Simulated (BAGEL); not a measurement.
# HNO3 (peroxynitrous acid): RI-MP2/6-311+G(d,p) (density fitting with cc-pvqz-jkfit)

What is the energy change on altering one bond length of HNO3 (peroxynitrous acid) at RI-MP2/6-311+G** (density fitting with cc-pvqz-jkfit)? 

The results are computed with BAGEL 1.2.2.

2 further runs of the same task are left out: 2 set aside as unsound or not needed. Runs told in other sessions of the task aren't counted.

**1. The molecule**

HNO3: 5 atoms, total charge 0, spin state singlet. As SMILES, `O=NOO`. The coordinates come from a PBE0-D4/def2-TZVP relaxation. This is one conformer, not always the lowest.

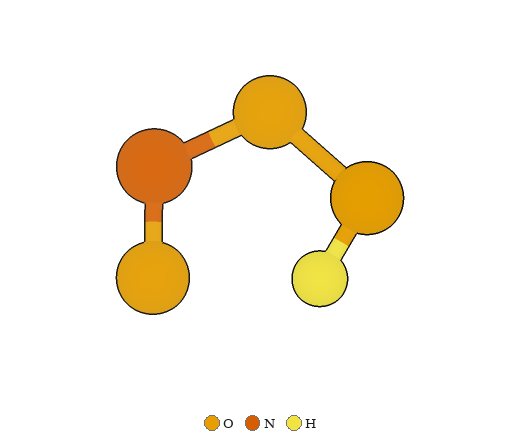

Viewed from a chosen angle; oxygen amber, nitrogen orange, hydrogen yellow.

**2. The energy at RI-MP2/6-311+G(d,p) (density fitting with cc-pvqz-jkfit)**

Contents of calc.json:

```json
{ "bagel": [

{
  "title": "molecule",
  "basis": "6-311+gss.json",
  "df_basis": "cc-pvqz-jkfit",
  "angstrom": true,
  "geometry": [
    { "atom": "O", "xyz": [       0.136350,      -0.835310,       0.979060 ] },
    { "atom": "N", "xyz": [      -0.871770,      -0.628300,       0.400790 ] },
    { "atom": "O", "xyz": [      -0.775090,       0.288530,      -0.589000 ] },
    { "atom": "O", "xyz": [       0.508600,       0.826880,      -0.747550 ] },
    { "atom": "H", "xyz": [       1.001920,       0.348200,      -0.043280 ] }
  ]
},

{ "title": "hf" },

{ "title": "mp2", "ncore": 4 }

]}
```

The basis set 6-311+G** is read from a file made from the Basis Set Exchange's data (not shown).

Run with:

```sh
$ BAGEL_NUM_THREADS=1 BAGEL calc.json > calc.out
```

What it wrote:

```text
* using 1 threads per process

  ===============================================================
  ===============================================================

  *** Geometry ***

  { "atom" : "O", "xyz" : [      0.257664,     -1.578507,      1.850155 ] },
  { "atom" : "N", "xyz" : [     -1.647407,     -1.187315,      0.757383 ] },
  { "atom" : "O", "xyz" : [     -1.464708,      0.545243,     -1.113049 ] },
  { "atom" : "O", "xyz" : [      0.961115,      1.562577,     -1.412665 ] },
  { "atom" : "H", "xyz" : [      1.893354,      0.658003,     -0.081787 ] },

  Number of auxiliary basis functions:      475

  Since a DF basis is specified, we compute 2- and 3-index integrals:
    o Being stored without compression. Storage requirement is 0.034 GB

  Number of basis functions:       94
  Number of electrons      :       32

    * METHOD: MOLECULE                             0.21

  *** RHF ***

  === Nuclear Repulsion ===
   124.5052063583

      * DIIS with orbital gradients will be used.

  === RHF iteration (6-311+gss.json) ===
      0       -279.28980550          0.02235720           0.06
      1       -279.40104044          0.01687579           0.06
      2       -279.46879425          0.00280724           0.05
      3       -279.47324841          0.00141178           0.06
      4       -279.47459863          0.00056251           0.06
      5       -279.47492352          0.00029853           0.05
      6       -279.47504609          0.00012118           0.06
      7       -279.47506556          0.00005178           0.05
      8       -279.47506691          0.00002807           0.06
      9       -279.47506740          0.00001237           0.05
     10       -279.47506749          0.00000693           0.06
     11       -279.47506751          0.00000262           0.06
     12       -279.47506752          0.00000119           0.06
     13       -279.47506752          0.00000061           0.06
     14       -279.47506752          0.00000032           0.05
     15       -279.47506752          0.00000016           0.06
     16       -279.47506752          0.00000008           0.05
     17       -279.47506752          0.00000005           0.06
     18       -279.47506752          0.00000002           0.06
     19       -279.47506752          0.00000001           0.06
    * SCF iteration converged.

    * Permanent dipole moment:
           (   -0.286613,     0.180309,    -0.300066) a.u.

    * METHOD: HF                                   1.25

  *** RHF ***

  === Nuclear Repulsion ===
   124.5052063583

      * DIIS with orbital gradients will be used.

  === RHF iteration (6-311+gss.json) ===
      0       -279.47506752          0.00000001           0.05
    * SCF iteration converged.

    * Permanent dipole moment:
           (   -0.286613,     0.180309,    -0.300066) a.u.

  === DF-MP2 calculation ===

    * freezing 4 orbitals
    * 3-index integral transformation done
    * assembly done

      MP2 correlation energy:   -0.7893052430      0.06

      MP2 total energy:       -280.2643727611

    * METHOD: MP2                                  0.18

  ===============================================================
```

Wall time 1.8 s (1 thread of Arm Neoverse V2, shared host); peak memory 0.11 GiB.

**3. The distorted shape**

Contents of input.json:

```json
{ "bagel" : [

{
  "title" : "molecule",
  "basis" : "6-311+gss.json",
  "df_basis" : "cc-pvqz-jkfit",
  "angstrom" : true,
  "geometry" : [
    { "atom" : "O", "xyz" : [      -0.505486,      -1.104481,       1.058334 ] },
    { "atom" : "N", "xyz" : [      -1.513606,      -0.897471,       0.480064 ] },
    { "atom" : "O", "xyz" : [      -1.416926,       0.019359,      -0.509726 ] },
    { "atom" : "O", "xyz" : [       0.508600,       0.826880,      -0.747550 ] },
    { "atom" : "H", "xyz" : [       1.001920,       0.348200,      -0.043280 ] }
  ]
},

{ "title" : "hf" },

{ "title" : "mp2", "ncore" : 4 }

]}
```

The basis set 6-311+G** is read from a file made from the Basis Set Exchange's data (not shown).

Run with:

```sh
$ BAGEL_NUM_THREADS=1 BAGEL input.json > input.out
```

What it wrote:

```text
* using 1 threads per process

  ===============================================================
  ===============================================================

  *** Geometry ***

  { "atom" : "O", "xyz" : [     -0.955230,     -2.087167,      1.999961 ] },
  { "atom" : "N", "xyz" : [     -2.860301,     -1.695974,      0.907189 ] },
  { "atom" : "O", "xyz" : [     -2.677602,      0.036583,     -0.963243 ] },
  { "atom" : "O", "xyz" : [      0.961115,      1.562577,     -1.412665 ] },
  { "atom" : "H", "xyz" : [      1.893354,      0.658003,     -0.081787 ] },

  Number of auxiliary basis functions:      475

  Since a DF basis is specified, we compute 2- and 3-index integrals:
    o Being stored without compression. Storage requirement is 0.034 GB

  Number of basis functions:       94
  Number of electrons      :       32

    * METHOD: MOLECULE                             0.21

  *** RHF ***

  === Nuclear Repulsion ===
   110.1740928039

      * DIIS with orbital gradients will be used.

  === RHF iteration (6-311+gss.json) ===
      0       -278.86725335          0.03863743           0.06
      1       -277.10797339          0.08168699           0.06
      2       -279.25909368          0.01228055           0.06
      3       -279.32409269          0.00673339           0.06
      4       -279.34326092          0.00414868           0.06
      5       -279.35151939          0.00313008           0.06
      6       -279.35837073          0.00139819           0.06
      7       -279.36034724          0.00063428           0.06
      8       -279.36075344          0.00046871           0.06
      9       -279.36118690          0.00021828           0.06
[... 12 lines of this table left out ...]
     22       -279.36130017          0.00000006           0.06
     23       -279.36130017          0.00000003           0.06
     24       -279.36130017          0.00000001           0.06
     25       -279.36130017          0.00000001           0.06
    * SCF iteration converged.

    * Permanent dipole moment:
           (   -0.616850,     0.135001,    -0.363272) a.u.

    * METHOD: HF                                   1.73

  *** RHF ***

  === Nuclear Repulsion ===
   110.1740928039

      * DIIS with orbital gradients will be used.

  === RHF iteration (6-311+gss.json) ===
      0       -279.36130017          0.00000001           0.06
      1       -279.36130017          0.00000001           0.06
      2       -279.36130017          0.00000000           0.06
    * SCF iteration converged.

    * Permanent dipole moment:
           (   -0.616850,     0.135001,    -0.363272) a.u.

  === DF-MP2 calculation ===

    * freezing 4 orbitals
    * 3-index integral transformation done
    * assembly done

      MP2 correlation energy:   -0.8519865080      0.06

      MP2 total energy:       -280.2132866809

    * METHOD: MP2                                  0.32

  ===============================================================
```

It took 2.4 s on 1 thread of Arm Neoverse V2, shared host; peak memory 0.11 GiB.

**4. Summary of results**

Level: RI-MP2/6-311+G** (density fitting with cc-pvqz-jkfit), 4 core orbitals frozen.

```
                                                         quantity          value
                                        first shape: total energy  -280.26437 Eh
         first shape: correlation energy (4 core orbitals frozen)     -789.3 mEh
                                    distorted shape: total energy  -280.21329 Eh
     distorted shape: correlation energy (4 core orbitals frozen)     -852.0 mEh
energy change with the O3–O4 bond stretched from 1.401 to 2.101 Å       1.390 eV
```

In words: One bond (distorted shape) is far stretched, which a spin-restricted single reference describes badly; perturbation theory on it can break down and give far too much correlation. With the O3–O4 bond stretched from 1.401 to 2.101 Å the energy rises by 1.39 eV (134 kJ/mol). The first shape isn't relaxed at this level, so the change isn't measured from a minimum. A restricted reference can't describe the breaking bond well at this length.
